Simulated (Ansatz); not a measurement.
**AlO₂ (quartet): wB97M-V, B2PLYP, PBE-QIDH, RPA-PBE over vertical spin and charge gaps and displaced geometries, cc-pVDZ**

Aim: run AlO₂ (quartet) with these functionals over vertical spin and charge gaps and displaced geometries, and hold them against the top wave-function level at the same points.

Program: Ansatz 0.2.0, Gaussian basis. Level of theory: cc-pVDZ, all electrons in the functionals, frozen cores in the correlation of double hybrids and RPA. These are calculated values, not measurements.

To be run: wB97M-V, B2PLYP, PBE-QIDH, RPA-PBE, at charge 0, quartet; charge 0, doublet; charge 0, sextet; charge 1, triplet; charge 1, quintet; displaced geometry v1; displaced geometry v2 (not every functional at every point).

38 further runs of the same task are left out: 17 for a known fault of the program, 11 that didn't finish, 10 set aside as unsound or not needed.

### 1 The system

The geometry is a PBE0/def2-TZVP stationary point (not a proven minimum).

3 atoms, charge 0, spin multiplicity 4.

Atoms are counted from 1 here; the program's logs count them from 0.

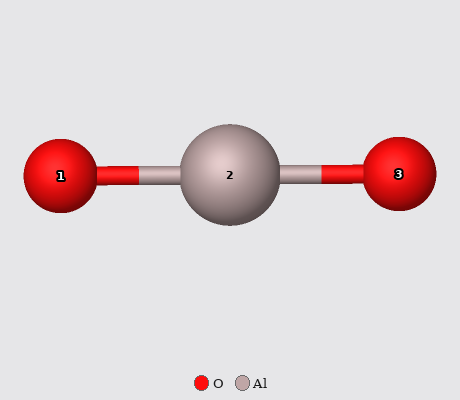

The geometry (oxygen red, aluminium light grey); atoms are numbered from 1 in the order of the file.

No dispersion term is added; wB97M-V holds VV10 nonlocal correlation.

The geometry shown and the zero of energy belong to the point charge 0, quartet. The yardstick, UCCSDT(Q), and other wave-function levels (R restricted, U unrestricted, valence and pair active spaces) come from earlier runs.

### 2 wB97M-V, charge 0, quartet

in.yaml reads:

```yaml
crystal:
  periodic: [false, false, false]
  atoms:
    - {symbol: O, position_ang: [0.000000, 0.000000, 1.781800]}
    - {symbol: Al, position_ang: [0.000000, 0.000000, 0.000000]}
    - {symbol: O, position_ang: [0.000000, 0.000000, -1.781800]}
basis:
  gaussian: {orbitals: cc-pVDZ}
magnetization: {spin_polarized: true, initial_magnetization: 3}
hamiltonian: {xc: {name: wB97M-V}}
output: {forces: true, orbitals: {seedname: orbitals}}
```

Run with:

```
$ ansatz run in.yaml --threads 1 --pin off --events-out ev --progress --plain --max-ram 2393MiB
```

Standard output, shortened:

```text
Functional definition: wB97M-V
  name "wB97M-V"
  cite "Mardirossian & Head-Gordon, J. Chem. Phys. 144, 214110 (2016) doi:10.1063/1.4952647"
  cite "Becke, J. Chem. Phys. 107, 8554 (1997) doi:10.1063/1.475007"
  cite "Vydrov & Van Voorhis, J. Chem. Phys. 133, 244103 (2010) doi:10.1063/1.3521275"
  # Of w^i u^j: cxij and so on, Table III.
[...]
  gx(w, u) = 1 - cx + cx01*u + cx10*w
  gss(w, u) = css00 + css04*u^4 + css10*w + css20*w^2 + css43*w^4*u^3
  gos(w, u) = cos00 + cos10*w + (cos20 + cos21*u)*w^2 + (cos60 + cos61*u)*w^6
[...]
      + integral(e_c_pw_mod_opposite_spin*gos(b97_w_opposite, b97_u_opposite)) + vv10(b, c)
436 factors; integrals over basis functions are off by at most 5.8e-4 eV
116 factors; integrals over basis functions are off by at most 1.9e-5 eV
[...]
mean field -10685.17803032 eV, -392.6730499404 hartree, gradient 6.6e-7 eV, S^2 3.756875; 4 other end points of the search recorded, 0 dependent functions left out
[...]
reference -10685.17807052 eV, -392.6730514178 hartree; 16, 13 occupied and 30, 33 virtual orbitals, 436 factors
Total energy: -10685.17807052 eV, -392.6730514178 hartree
Atom 0 at     0.000000     0.000000     1.781800 Å, force    -0.000000     0.000000     0.903911 eV/Å
Atom 1 at     0.000000     0.000000     0.000000 Å, force    -0.000000     0.000000     0.000000 eV/Å
Atom 2 at     0.000000     0.000000    -1.781800 Å, force     0.000000     0.000000    -0.903911 eV/Å
Dipole moment:     0.000000     0.000000    -0.000000 e Å
```

Run time: 18 s. Hardware: 1 thread of Arm Neoverse V1, shared host.

From the report: ⟨S²⟩ of the determinant 3.757 (pure quartet: 3.75).

### 3 wB97M-V, charge 0, doublet

in.yaml: that of step 2 with these lines changed.

```diff
@@ -8,3 +8,3 @@
   gaussian: {orbitals: cc-pVDZ}
-magnetization: {spin_polarized: true, initial_magnetization: 3}
+magnetization: {spin_polarized: true, initial_magnetization: 1}
 hamiltonian: {xc: {name: wB97M-V}}
```

Same command.

Standard output, shortened:

```text
Functional definition: wB97M-V
  name "wB97M-V"
  cite "Mardirossian & Head-Gordon, J. Chem. Phys. 144, 214110 (2016) doi:10.1063/1.4952647"
  cite "Becke, J. Chem. Phys. 107, 8554 (1997) doi:10.1063/1.475007"
  cite "Vydrov & Van Voorhis, J. Chem. Phys. 133, 244103 (2010) doi:10.1063/1.3521275"
  # Of w^i u^j: cxij and so on, Table III.
[...]
  gx(w, u) = 1 - cx + cx01*u + cx10*w
  gss(w, u) = css00 + css04*u^4 + css10*w + css20*w^2 + css43*w^4*u^3
  gos(w, u) = cos00 + cos10*w + (cos20 + cos21*u)*w^2 + (cos60 + cos61*u)*w^6
[...]
      + integral(e_c_pw_mod_opposite_spin*gos(b97_w_opposite, b97_u_opposite)) + vv10(b, c)
436 factors; integrals over basis functions are off by at most 5.8e-4 eV
116 factors; integrals over basis functions are off by at most 1.9e-5 eV
[...]
mean field -10687.02026351 eV, -392.7407507615 hartree, gradient 2.0e-5 eV, S^2 0.762139; 7 other end points of the search recorded, 0 dependent functions left out
[...]
reference -10687.02030557 eV, -392.7407523071 hartree; 15, 14 occupied and 31, 32 virtual orbitals, 436 factors
WARN: the results are in doubt because the forces break the atoms' symmetry
Total energy: -10687.02030557 eV, -392.7407523071 hartree
Atom 0 at     0.000000     0.000000     1.781800 Å, force    -0.000000     0.000000    -0.565034 eV/Å
Atom 1 at     0.000000     0.000000     0.000000 Å, force    -0.000000     0.000000    -3.995780 eV/Å
Atom 2 at     0.000000     0.000000    -1.781800 Å, force     0.000000     0.000000     4.560814 eV/Å
Dipole moment:     0.000000     0.000000     0.617983 e Å
In doubt: the forces break the atoms' symmetry
```

It took 19 s on 1 thread of Arm Neoverse V1, shared host.

From the report: ⟨S²⟩ of the determinant 0.762 (pure doublet: 0.75). The program marks this result as in doubt; its last lines say why.

From charge 0, quartet: -42.5 kcal/mol.

### 4 wB97M-V, charge 0, sextet

in.yaml: that of step 3 with these lines changed.

```diff
@@ -8,4 +8,4 @@
   gaussian: {orbitals: cc-pVDZ}
-magnetization: {spin_polarized: true, initial_magnetization: 1}
+magnetization: {spin_polarized: true, initial_magnetization: 5}
 hamiltonian: {xc: {name: wB97M-V}}
-output: {forces: true, orbitals: {seedname: orbitals}}
+output: {orbitals: {seedname: orbitals}}
```

Same command.

Standard output, shortened:

```text
Functional definition: wB97M-V
  name "wB97M-V"
  cite "Mardirossian & Head-Gordon, J. Chem. Phys. 144, 214110 (2016) doi:10.1063/1.4952647"
  cite "Becke, J. Chem. Phys. 107, 8554 (1997) doi:10.1063/1.475007"
  cite "Vydrov & Van Voorhis, J. Chem. Phys. 133, 244103 (2010) doi:10.1063/1.3521275"
  # Of w^i u^j: cxij and so on, Table III.
[...]
  gx(w, u) = 1 - cx + cx01*u + cx10*w
  gss(w, u) = css00 + css04*u^4 + css10*w + css20*w^2 + css43*w^4*u^3
  gos(w, u) = cos00 + cos10*w + (cos20 + cos21*u)*w^2 + (cos60 + cos61*u)*w^6
[...]
      + integral(e_c_pw_mod_opposite_spin*gos(b97_w_opposite, b97_u_opposite)) + vv10(b, c)
436 factors; integrals over basis functions are off by at most 5.8e-4 eV
116 factors; integrals over basis functions are off by at most 1.9e-5 eV
[...]
mean field -10678.84489468 eV, -392.4403114986 hartree, gradient 8.3e-6 eV, S^2 8.785706; 5 other end points of the search recorded, 0 dependent functions left out
reference -10678.84493119 eV, -392.4403128401 hartree; 17, 12 occupied and 29, 34 virtual orbitals, 436 factors
Total energy: -10678.84493119 eV, -392.4403128401 hartree
```

Wall time 23 s (1 thread of Arm Neoverse V1, shared host).

From the report: ⟨S²⟩ of the determinant 8.786 (pure sextet: 8.75).

From charge 0, quartet: +146.0 kcal/mol.

### 5 wB97M-V, charge 1, triplet

in.yaml: that of step 4 with these lines changed.

```diff
@@ -8,4 +8,5 @@
   gaussian: {orbitals: cc-pVDZ}
-magnetization: {spin_polarized: true, initial_magnetization: 5}
+total_charge: 1
+magnetization: {spin_polarized: true, initial_magnetization: 2}
 hamiltonian: {xc: {name: wB97M-V}}
-output: {orbitals: {seedname: orbitals}}
+output: {forces: true, orbitals: {seedname: orbitals}}
```

The command is unchanged.

Standard output, shortened:

```text
Functional definition: wB97M-V
  name "wB97M-V"
  cite "Mardirossian & Head-Gordon, J. Chem. Phys. 144, 214110 (2016) doi:10.1063/1.4952647"
  cite "Becke, J. Chem. Phys. 107, 8554 (1997) doi:10.1063/1.475007"
  cite "Vydrov & Van Voorhis, J. Chem. Phys. 133, 244103 (2010) doi:10.1063/1.3521275"
  # Of w^i u^j: cxij and so on, Table III.
[...]
  gx(w, u) = 1 - cx + cx01*u + cx10*w
  gss(w, u) = css00 + css04*u^4 + css10*w + css20*w^2 + css43*w^4*u^3
  gos(w, u) = cos00 + cos10*w + (cos20 + cos21*u)*w^2 + (cos60 + cos61*u)*w^6
[...]
      + integral(e_c_pw_mod_opposite_spin*gos(b97_w_opposite, b97_u_opposite)) + vv10(b, c)
436 factors; integrals over basis functions are off by at most 5.8e-4 eV
116 factors; integrals over basis functions are off by at most 1.9e-5 eV
[...]
mean field -10677.46540504 eV, -392.3896161893 hartree, gradient 3.0e-6 eV, S^2 2.009094; 3 other end points of the search recorded, 0 dependent functions left out
[...]
reference -10677.46544835 eV, -392.3896177807 hartree; 15, 13 occupied and 31, 33 virtual orbitals, 436 factors
Total energy: -10677.46544835 eV, -392.3896177807 hartree
Atom 0 at     0.000000     0.000000     1.781800 Å, force    -0.000000     0.000000    -0.860158 eV/Å
Atom 1 at     0.000000     0.000000     0.000000 Å, force    -0.000000     0.000000     0.000000 eV/Å
Atom 2 at     0.000000     0.000000    -1.781800 Å, force     0.000000     0.000000     0.860157 eV/Å
Dipole moment:     0.000000     0.000000    -0.000000 e Å
```

Wall time 15 s (1 thread of Arm Neoverse V1, shared host).

From the report: ⟨S²⟩ of the determinant 2.009 (pure triplet: 2.00).

From charge 0, quartet: +177.9 kcal/mol.

### 6 wB97M-V, charge 1, quintet

in.yaml: that of step 5 with these lines changed.

```diff
@@ -9,3 +9,3 @@
 total_charge: 1
-magnetization: {spin_polarized: true, initial_magnetization: 2}
+magnetization: {spin_polarized: true, initial_magnetization: 4}
 hamiltonian: {xc: {name: wB97M-V}}
```

The command is unchanged.

Standard output, shortened:

```text
Functional definition: wB97M-V
  name "wB97M-V"
  cite "Mardirossian & Head-Gordon, J. Chem. Phys. 144, 214110 (2016) doi:10.1063/1.4952647"
  cite "Becke, J. Chem. Phys. 107, 8554 (1997) doi:10.1063/1.475007"
  cite "Vydrov & Van Voorhis, J. Chem. Phys. 133, 244103 (2010) doi:10.1063/1.3521275"
  # Of w^i u^j: cxij and so on, Table III.
[...]
  gx(w, u) = 1 - cx + cx01*u + cx10*w
  gss(w, u) = css00 + css04*u^4 + css10*w + css20*w^2 + css43*w^4*u^3
  gos(w, u) = cos00 + cos10*w + (cos20 + cos21*u)*w^2 + (cos60 + cos61*u)*w^6
[...]
      + integral(e_c_pw_mod_opposite_spin*gos(b97_w_opposite, b97_u_opposite)) + vv10(b, c)
436 factors; integrals over basis functions are off by at most 5.8e-4 eV
116 factors; integrals over basis functions are off by at most 1.9e-5 eV
[...]
mean field -10673.29931066 eV, -392.2365150448 hartree, gradient 1.2e-6 eV, S^2 6.043689; 3 other end points of the search recorded, 0 dependent functions left out
[...]
reference -10673.29934996 eV, -392.2365164888 hartree; 16, 12 occupied and 30, 34 virtual orbitals, 436 factors
Total energy: -10673.29934996 eV, -392.2365164888 hartree
Atom 0 at     0.000000     0.000000     1.781800 Å, force    -0.000000     0.000000     3.160481 eV/Å
Atom 1 at     0.000000     0.000000     0.000000 Å, force    -0.000000     0.000000     0.000000 eV/Å
Atom 2 at     0.000000     0.000000    -1.781800 Å, force     0.000000     0.000000    -3.160481 eV/Å
Dipole moment:     0.000000     0.000000    -0.000000 e Å
```

Wall time 11 s (1 thread of Arm Neoverse V1, shared host).

From the report: ⟨S²⟩ of the determinant 6.044 (pure quintet: 6.00).

From charge 0, quartet: +273.9 kcal/mol.

### 7 wB97M-V, displaced geometry v1

in.yaml reads:

```yaml
crystal:
  periodic: [false, false, false]
  atoms:
    - {symbol: O, position_ang: [-0.015433, -0.009008, 1.803440]}
    - {symbol: Al, position_ang: [-0.016266, -0.025151, 0.010487]}
    - {symbol: O, position_ang: [0.031698, 0.034159, -1.813927]}
basis:
  gaussian: {orbitals: cc-pVDZ}
magnetization: {spin_polarized: true, initial_magnetization: 3}
hamiltonian: {xc: {name: wB97M-V}}
output: {forces: true, orbitals: {seedname: orbitals}}
```

The command is unchanged.

Standard output, shortened:

```text
Functional definition: wB97M-V
  name "wB97M-V"
  cite "Mardirossian & Head-Gordon, J. Chem. Phys. 144, 214110 (2016) doi:10.1063/1.4952647"
  cite "Becke, J. Chem. Phys. 107, 8554 (1997) doi:10.1063/1.475007"
  cite "Vydrov & Van Voorhis, J. Chem. Phys. 133, 244103 (2010) doi:10.1063/1.3521275"
  # Of w^i u^j: cxij and so on, Table III.
[...]
  gx(w, u) = 1 - cx + cx01*u + cx10*w
  gss(w, u) = css00 + css04*u^4 + css10*w + css20*w^2 + css43*w^4*u^3
  gos(w, u) = cos00 + cos10*w + (cos20 + cos21*u)*w^2 + (cos60 + cos61*u)*w^6
[...]
      + integral(e_c_pw_mod_opposite_spin*gos(b97_w_opposite, b97_u_opposite)) + vv10(b, c)
436 factors; integrals over basis functions are off by at most 6.1e-4 eV
116 factors; integrals over basis functions are off by at most 1.9e-5 eV
[...]
mean field -10685.21137698 eV, -392.6742754075 hartree, gradient 1.4e-8 eV, S^2 3.757598; 4 other end points of the search recorded, 0 dependent functions left out
[...]
reference -10685.21141693 eV, -392.6742768756 hartree; 16, 13 occupied and 30, 33 virtual orbitals, 436 factors
Total energy: -10685.21141693 eV, -392.6742768756 hartree
Atom 0 at    -0.015433    -0.009008     1.803440 Å, force     0.043483     0.072920     0.658205 eV/Å
Atom 1 at    -0.016266    -0.025151     0.010487 Å, force    -0.087805    -0.141095    -0.586320 eV/Å
Atom 2 at     0.031698     0.034159    -1.813927 Å, force     0.044322     0.068175    -0.071885 eV/Å
Dipole moment:     0.004631     0.007339     0.018476 e Å
```

It took 2.3 min on 1 thread of Arm Neoverse V1, shared host.

From the report: ⟨S²⟩ of the determinant 3.758 (pure quartet: 3.75).

From charge 0, quartet: -0.8 kcal/mol.

### 8 wB97M-V, displaced geometry v2

in.yaml reads:

```yaml
crystal:
  periodic: [false, false, false]
  atoms:
    - {symbol: O, position_ang: [0.084376, 0.005225, 1.776798]}
    - {symbol: Al, position_ang: [-0.080498, 0.013599, 0.006591]}
    - {symbol: O, position_ang: [-0.003878, -0.018825, -1.783389]}
basis:
  gaussian: {orbitals: cc-pVDZ}
magnetization: {spin_polarized: true, initial_magnetization: 3}
hamiltonian: {xc: {name: wB97M-V}}
output: {orbitals: {seedname: orbitals}}
```

Launched as before.

Standard output, shortened:

```text
Functional definition: wB97M-V
  name "wB97M-V"
  cite "Mardirossian & Head-Gordon, J. Chem. Phys. 144, 214110 (2016) doi:10.1063/1.4952647"
  cite "Becke, J. Chem. Phys. 107, 8554 (1997) doi:10.1063/1.475007"
  cite "Vydrov & Van Voorhis, J. Chem. Phys. 133, 244103 (2010) doi:10.1063/1.3521275"
  # Of w^i u^j: cxij and so on, Table III.
[...]
  gx(w, u) = 1 - cx + cx01*u + cx10*w
  gss(w, u) = css00 + css04*u^4 + css10*w + css20*w^2 + css43*w^4*u^3
  gos(w, u) = cos00 + cos10*w + (cos20 + cos21*u)*w^2 + (cos60 + cos61*u)*w^6
[...]
      + integral(e_c_pw_mod_opposite_spin*gos(b97_w_opposite, b97_u_opposite)) + vv10(b, c)
436 factors; integrals over basis functions are off by at most 5.7e-4 eV
116 factors; integrals over basis functions are off by at most 2.0e-5 eV
[...]
mean field -10685.21073127 eV, -392.6742516782 hartree, gradient 8.0e-6 eV, S^2 3.757163; 8 other end points of the search recorded, 0 dependent functions left out
reference -10685.21077089 eV, -392.6742531341 hartree; 16, 13 occupied and 30, 33 virtual orbitals, 436 factors
Total energy: -10685.21077089 eV, -392.6742531341 hartree
```

Run time: 1.9 min. Hardware: 1 thread of Arm Neoverse V1, shared host.

From the report: ⟨S²⟩ of the determinant 3.757 (pure quartet: 3.75).

From charge 0, quartet: -0.8 kcal/mol.

### 9 B2PLYP, charge 0, quartet

in.yaml reads:

```yaml
crystal:
  periodic: [false, false, false]
  atoms:
    - {symbol: O, position_ang: [0.000000, 0.000000, 1.781800]}
    - {symbol: Al, position_ang: [0.000000, 0.000000, 0.000000]}
    - {symbol: O, position_ang: [0.000000, 0.000000, -1.781800]}
basis:
  gaussian: {orbitals: cc-pVDZ}
magnetization: {spin_polarized: true, initial_magnetization: 3}
hamiltonian: {xc: {name: B2PLYP}}
correlation: {electrons: outside_noble_gas}
```

The command is unchanged.

Standard output, shortened:

```text
Functional definition: B2PLYP
  name "B2PLYP"
  cite "Grimme, J. Chem. Phys. 124, 034108 (2006) doi:10.1063/1.2148954"
  cite "Becke, Phys. Rev. A 38, 3098 (1988) doi:10.1103/PhysRevA.38.3098"
  cite "Lee, Yang & Parr, Phys. Rev. B 37, 785 (1988) doi:10.1103/PhysRevB.37.785"
[...]
436 factors; integrals over basis functions are off by at most 5.8e-4 eV
[...]
mean field -10677.01557879 eV, -392.3730853796 hartree, gradient 1.6e-6 eV, S^2 3.759255; 8 other end points of the search recorded, 0 dependent functions left out
7 core orbitals not correlated: weight in the atoms' cores, before any rotation towards them, 1.000 or more for the frozen orbitals, at most 0.000 for the correlated occupied ones
reference -10677.01570202 eV, -392.3730899081 hartree; 9, 6 occupied and 30, 33 virtual orbitals, 436 factors
second order -10.99158957 eV of doubles, -0.00000000 eV of singles
Total energy: -10679.98343121 eV, -392.4821519440 hartree
```

Wall time 6.5 s (1 thread of Arm Neoverse V1, shared host).

From the report: ⟨S²⟩ of the determinant 3.759 (pure quartet: 3.75).

### 10 B2PLYP, charge 0, doublet

in.yaml: that of step 9 with these lines changed.

```diff
@@ -8,3 +8,3 @@
   gaussian: {orbitals: cc-pVDZ}
-magnetization: {spin_polarized: true, initial_magnetization: 3}
+magnetization: {spin_polarized: true, initial_magnetization: 1}
 hamiltonian: {xc: {name: B2PLYP}}
```

Same command.

Standard output, shortened:

```text
Functional definition: B2PLYP
  name "B2PLYP"
  cite "Grimme, J. Chem. Phys. 124, 034108 (2006) doi:10.1063/1.2148954"
  cite "Becke, Phys. Rev. A 38, 3098 (1988) doi:10.1103/PhysRevA.38.3098"
  cite "Lee, Yang & Parr, Phys. Rev. B 37, 785 (1988) doi:10.1103/PhysRevB.37.785"
[...]
436 factors; integrals over basis functions are off by at most 5.8e-4 eV
[...]
mean field -10678.20498556 eV, -392.4167952722 hartree, gradient 5.3e-6 eV, S^2 0.763926; 12 other end points of the search recorded, 0 dependent functions left out
7 core orbitals not correlated: weight in the atoms' cores, before any rotation towards them, 1.000 or more for the frozen orbitals, at most 0.000 for the correlated occupied ones
reference -10678.20510669 eV, -392.4167997234 hartree; 8, 7 occupied and 31, 32 virtual orbitals, 436 factors
second order -14.93592215 eV of doubles, -0.00000000 eV of singles
Total energy: -10682.23780567 eV, -392.5649986775 hartree
```

Run time: 12 s. Hardware: 1 thread of Arm Neoverse V1, shared host.

From the report: ⟨S²⟩ of the determinant 0.764 (pure doublet: 0.75).

From charge 0, quartet: -52.0 kcal/mol.

### 11 B2PLYP, charge 0, sextet

in.yaml: that of step 10 with these lines changed.

```diff
@@ -8,3 +8,3 @@
   gaussian: {orbitals: cc-pVDZ}
-magnetization: {spin_polarized: true, initial_magnetization: 1}
+magnetization: {spin_polarized: true, initial_magnetization: 5}
 hamiltonian: {xc: {name: B2PLYP}}
```

The command is unchanged.

Standard output, shortened:

```text
Functional definition: B2PLYP
  name "B2PLYP"
  cite "Grimme, J. Chem. Phys. 124, 034108 (2006) doi:10.1063/1.2148954"
  cite "Becke, Phys. Rev. A 38, 3098 (1988) doi:10.1103/PhysRevA.38.3098"
  cite "Lee, Yang & Parr, Phys. Rev. B 37, 785 (1988) doi:10.1103/PhysRevB.37.785"
[...]
436 factors; integrals over basis functions are off by at most 5.8e-4 eV
[...]
mean field -10671.44015419 eV, -392.1681923047 hartree, gradient 2.1e-6 eV, S^2 8.763565; 9 other end points of the search recorded, 0 dependent functions left out
7 core orbitals not correlated: weight in the atoms' cores, before any rotation towards them, 1.000 or more for the frozen orbitals, at most 0.000 for the correlated occupied ones
reference -10671.44028107 eV, -392.1681969674 hartree; 10, 5 occupied and 29, 34 virtual orbitals, 436 factors
second order -9.23724728 eV of doubles, -0.00000000 eV of singles
Total energy: -10673.93433784 eV, -392.2598518630 hartree
```

Run time: 9.5 s. Hardware: 1 thread of Arm Neoverse V1, shared host.

From the report: ⟨S²⟩ of the determinant 8.764 (pure sextet: 8.75).

From charge 0, quartet: +139.5 kcal/mol.

### 12 B2PLYP, charge 1, triplet

in.yaml: that of step 11 with these lines changed.

```diff
@@ -8,3 +8,4 @@
   gaussian: {orbitals: cc-pVDZ}
-magnetization: {spin_polarized: true, initial_magnetization: 5}
+total_charge: 1
+magnetization: {spin_polarized: true, initial_magnetization: 2}
 hamiltonian: {xc: {name: B2PLYP}}
```

The command is unchanged.

Standard output, shortened:

```text
Functional definition: B2PLYP
  name "B2PLYP"
  cite "Grimme, J. Chem. Phys. 124, 034108 (2006) doi:10.1063/1.2148954"
  cite "Becke, Phys. Rev. A 38, 3098 (1988) doi:10.1103/PhysRevA.38.3098"
  cite "Lee, Yang & Parr, Phys. Rev. B 37, 785 (1988) doi:10.1103/PhysRevB.37.785"
[...]
436 factors; integrals over basis functions are off by at most 5.8e-4 eV
[...]
mean field -10669.39956059 eV, -392.0932018728 hartree, gradient 3.3e-6 eV, S^2 2.011492; 4 other end points of the search recorded, 0 dependent functions left out
7 core orbitals not correlated: weight in the atoms' cores, before any rotation towards them, 1.000 or more for the frozen orbitals, at most 0.000 for the correlated occupied ones
reference -10669.39968185 eV, -392.0932063291 hartree; 8, 6 occupied and 31, 33 virtual orbitals, 436 factors
second order -11.14780294 eV of doubles, -0.00000000 eV of singles
Total energy: -10672.40958864 eV, -392.2038183636 hartree
```

Wall time 6 s (1 thread of Arm Neoverse V1, shared host).

From the report: ⟨S²⟩ of the determinant 2.011 (pure triplet: 2.00).

From charge 0, quartet: +174.7 kcal/mol.

[end of part 1 of 2]
